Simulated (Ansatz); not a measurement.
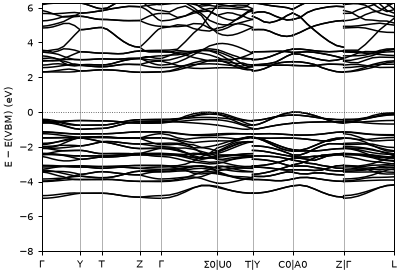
Fig. 1. Band structure from the program Ansatz at the LDA level (PAW)

The gap is 2.28 eV; an edge lies off the plotted path or next to a special point (maximum off the standard path, minimum on the Z–Γ line, 25 % of the way from Z).

The material is Rb2TaCuS4 in space group Fddd (No. 70; Rb on 16g, Ta on 8a, Cu on 8b, S on 32h).

The workflow started from a Materials Project entry (that database holds measured and hypothetical structures alike); the Crystallography Open Database files this formula in space group No. 70, but the cells were not matched. Its standing as an ambient phase is unchecked. The LDA relaxation kept the symmetry of its start; whether a distortion lowers the energy is not shown. No spin polarisation was allowed. Scalar-relativistic: spin–orbit coupling is off unless named, which matters more the heavier the elements.

Potentials: the later of the program's two PAW sets.
